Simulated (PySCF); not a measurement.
Molecule: C6H14S, SMILES S(CC(C)(C)C)C. Atoms near the plane z = 0.0 Å, at the GFN2-xTB optimised geometry (x, y, z in Å): C1 (1.8, -2.3, 0.0), S2 (1.6, -0.5, 0.0), C3 (-0.3, -0.5, 0.0), C4 (-0.9, 0.9, 0.0), C7 (-2.4, 0.8, 0.0), H8 (1.3, -2.7, -0.9), H9 (2.9, -2.4, 0.0), H10 (1.4, -2.7, 0.9), H11 (-0.6, -1.0, -0.9), H12 (-0.6, -1.0, 0.9), H19 (-2.7, 0.3, -0.9), H20 (-2.7, 0.3, 0.9), H21 (-2.9, 1.8, 0.0).

Level of theory: CAM-B3LYP/def2-SVP (PySCF). Cells within 0.4 Å of a nucleus heavier than hydrogen are left out (blank, or x). The values are rescaled to run from 0 to 1.

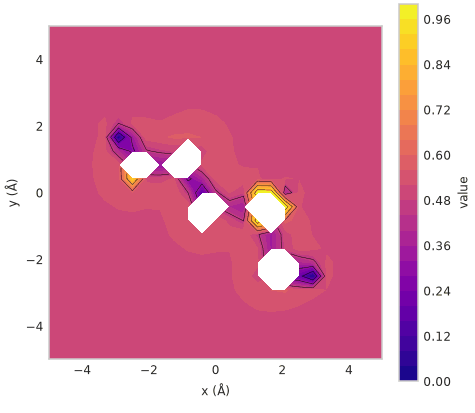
*a field on the plane z = 0.0 Å.*

**Question.** Which quantity is mapped?
A. log10 of the electron density
B. electrostatic potential
C. an orbital amplitude
D. Laplacian of the electron density

**Answer.** D, Laplacian of the electron density. In full: Laplacian of the electron density (e/bohr⁵), clipped to [-1.50, 1.50].
